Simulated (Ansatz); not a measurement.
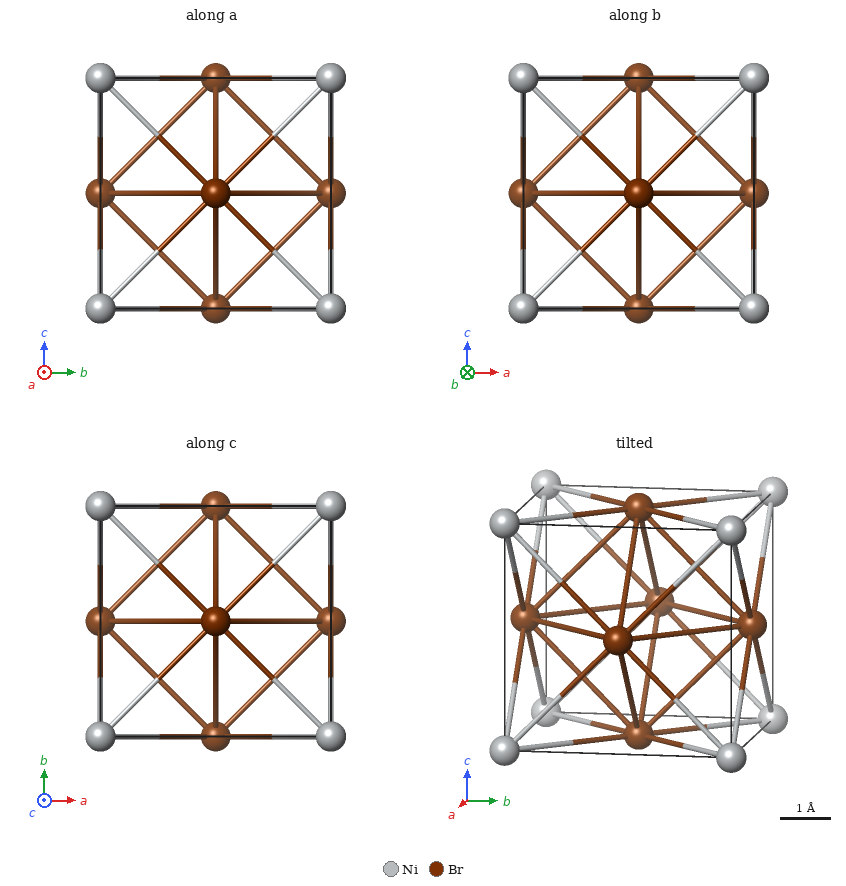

The image is a ball-and-stick drawing of a crystal, viewed along the a axis, along the b axis, along the c axis and slightly off an axis. The wireframe shows the conventional unit cell.

Lattice parameters: a = 4.627 Å, b = 4.627 Å, c = 4.627 Å, α = 90.00°, β = 90.00°, γ = 90.00°.

Reconstruct the structure as a table of Wyckoff sites.

Space group Pm-3m (No. 221).
| atom | site | x | y | z |
| --- | --- | --- | --- | --- |
| Ni | 1a | 0.0000 | 0.0000 | 0.0000 |
| Br | 3c | 0.0000 | 0.5000 | 0.5000 |

It goes back to a structure type filled with these elements by a generator (whether the compound takes this form wasn't checked). Earlier steps of the study may have refined or changed the cell and positions. It was set up as input for a calculation with Ansatz.
